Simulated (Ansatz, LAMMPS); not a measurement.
# Elastic response of glassy 68GeO2-32ZnO (mol %) (91 atoms): runs compared

How stiff is glassy 68GeO2-32ZnO (mol %) (91 atoms), and how do its levels respond to strain?

Computed with Ansatz 0.2.0: Kohn-Sham DFT, PBE, PAW (set soft_1), plane waves.

## (1) The cell as built

The cell holds 91 atoms: 23 Ge, 11 Zn and 57 O. Cell: a = 11.046 Å, b = 11.046 Å, c = 11.046 Å, α = 90.0°, β = 90.0°, γ = 90.0°. 91 atoms (23 Ge, 11 Zn, 57 O) placed at random at 4 g/cm³, melted at 4000 K for 10 ps at fixed volume with the Morse and Coulomb pair potential with partial charges (Pedone, Malavasi, Menziani, Cormack and Segre, J. Phys. Chem. B 110, 11780 (2006)). Quenched from 4000 K to 300 K at 50 K/ps and fixed volume, held 10 ps at zero pressure, then minimised at fixed cell.

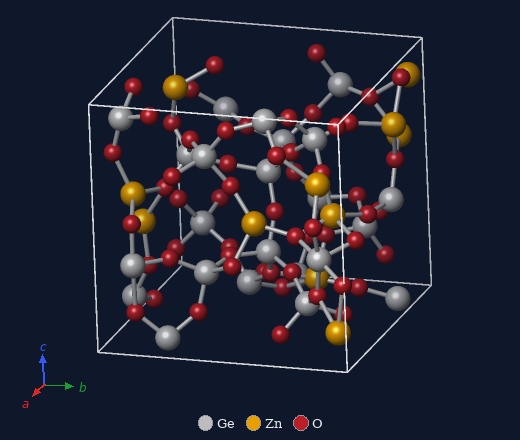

The cell as built. Bonds to atoms that aren't drawn are left out.

Limits known from the start: The quench rate of 50 K/ps is many orders above laboratory rates, so the cell is likely richer in defects and strain than a real sample. The starting topology of bonds comes from the classical model, and needn't be the one that DFT or experiment would give. The Brillouin zone is sampled at Γ only.

## (2) The reference run

The reference is a single point at the end of the relaxation.

Every strained cell starts from the geometry of this run, and its atoms are relaxed with the cell held.

Its input, with most atom lines left out:

```yaml
crystal:
  lattice:
    - [11.03387, -0.08074, 0.27868]
    - [-0.08074, 10.82102, 0.17922]
    - [0.27868, 0.17922, 10.95597]
  atoms:
    - { symbol: Ge, position: [0.59037, 0.00278, 0.08879] }
    - { symbol: Ge, position: [0.56757, 0.54458, 0.2989] }
    - { symbol: Ge, position: [0.03322, 0.6749, 0.81599] }
    - { symbol: Ge, position: [0.34011, 0.95685, 0.46001] }
    - { symbol: Ge, position: [0.53088, 0.71018, 0.7662] }
    - { symbol: Ge, position: [0.39476, 0.39735, 0.10816] }
    - { symbol: Ge, position: [0.94358, 0.26892, 0.0421] }
    [... atom lines 8 to 91 left out ...]
kpoints:
  mp_grid: { grid: [1, 1, 1] }
hamiltonian:
  xc: pbe
  pseudopotentials: { kind: paw, azcp: { folder: soft_1 } }
scf:
  occupations: { method: gaussian, width: 0.05 }
output:
  forces: true
  stress: true
  populations: true
  dos:
    method: { smearing: { sigma: 0.08 } }
    de: 0.1
    projected: { site_lists: { Ge: [Ge], O: [O], Zn: [Zn] } }
  eigenvalues: true
  write_density: true
  write_potential: true
  volumetric_format: npy
  elf: true
```

- free energy per atom: -1842.1090 eV/atom
- r.m.s. force component: 0.00797 eV/Å
- pressure: -0.00745 GPa

Filled and empty levels are parted by 1.66 eV (at Γ alone); a semilocal functional tends to put such gaps too low. In a disordered cell it changes from sample to sample, and tail or defect levels can set it.

## (3) The runs

Each row is one run, on 4 threads of Arm Neoverse V2, shared host. The free energy is the program's total, comparable only between runs with the same functional, potentials and atoms.

```tsv
run	atoms	outcome	ionic steps, all passes	free energy (eV)	time	host memory (GiB)
Single point at the start	91	converged	-	-167622.972	22 s	2.0
Cell and atoms relaxed	91	converged	31	-167631.918	9.4 min	2.0
Single point at the relaxed geometry	91	converged	-	-167631.918	31 s	2.0
Volume -3 %	91	converged	9	-167631.709	2.8 min	1.9
Volume +3 %	91	converged	8	-167631.726	2.7 min	2.1
Volume -6 %	91	converged	16	-167631.651	4.9 min	1.9
Volume +6 %	91	converged	7	-167631.153	2.3 min	2.1
Volume -10 %	91	converged	15	-167630.338	4.1 min	1.8
Stretched by 1 % along x	91	converged	5	-167631.875	1.7 min	2.0
Compressed by 1 % along x	91	converged	6	-167631.879	1.9 min	2.0
Sheared by 2 % in xy	91	converged	5	-167631.874	93 s	2.0
```

In some runs the program notes that the SCF threshold is loose for the stress.

## (4) Pressure against volume

Atoms are relaxed at each volume, in the scaled cell.

```tsv
volume change (%)	volume (Å³/atom)	energy change (meV/atom)	pressure (GPa)	largest move on relaxing (Å)	bonds	gap (eV)
-10	12.925	17.36	5.62	1.57	148	1.70
-6	13.499	2.93	2.59	1.63	148	1.70
-3	13.930	2.29	1.67	0.16	145	1.69
+0	14.361	0.00	-0.01	-	145	1.66
+3	14.792	2.10	-1.59	0.12	144	1.62
+6	15.223	8.41	-3.02	0.24	143	1.57
```

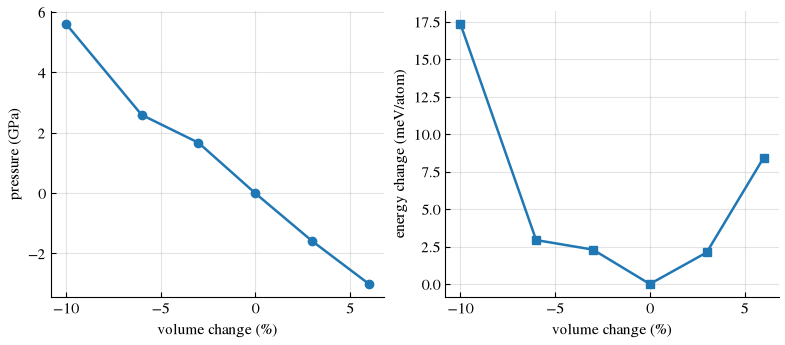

Pressure and energy against volume.

## (5) Uniaxial strain and shear

Stress (GPa, compression positive) less that of the relaxed cell, atoms relaxed:

```tsv
strain	xx	yy	zz	xy	energy change (meV/atom)
stretched by 1 % along x	-1.003	-0.269	-0.346	0.023	0.47
compressed by 1 % along x	0.987	0.286	0.376	-0.005	0.43
sheared by 2 % in xy	0.011	0.017	0.012	-0.591	0.49
```

## (6) Findings

The bulk modulus, from the slope of pressure against ln V over the three points nearest the relaxed volume, is 54.3 GPa; between neighbouring points the slope runs 70, 29, 55, 54 and 50 GPa from the smallest volume up, without a steady fall, so no pressure derivative is given. The count of bonds runs from 143 to 148 over the series, so at some points contacts cross the cutoffs. At -10 % and -6 % some atom moved by over 0.5 Å on relaxing, so those points may sit in another local minimum. The gap goes from 1.70 eV at the smallest volume to 1.57 eV at the largest, -0.8 eV per unit of ln V by a straight line, on the run's k-points. In the Cartesian axes of the cell, finite differences give C11 = 99.5, C12 = 27.7, C13 = 36.1 and C66 = 29.6 GPa (the shear of 2 % is the engineering strain, εxy = 0.01). The mean of C11, C12 and C13, which equals the bulk modulus in a cubic or isotropic solid, is 54.5 GPa: it agrees with the bulk modulus within 10 %. For an isotropic solid C66 would equal (C11 − C12)/2 = 35.9 GPa; so small a sample needn't be isotropic, and C66 rests on one shear. With the bulk modulus and C66 as K and G, Young's modulus would be about 75 GPa and Poisson's ratio 0.27.

Caveats: Strains are finite and relaxations stop at the force tolerance of the input, which can leave moduli too stiff; they are those of a static cell at zero temperature. Volumes are changed with the cell's shape held, so in an anisotropic solid the modulus lies over the one under free hydrostatic load. The program notes that the SCF threshold of the relaxations is loose for the stress.

The DFT runs together took 32 min of wall time.

[Logs are printed without paths, hosts, clocks, repeated set-up lines and the standing remarks that a program may print on its own settings, such as how far it seeks lower states.]

[Hosts, paths, dates, database ids (printed as entryN), source tags and the programs' standing remarks are cut or masked in the printed files.]
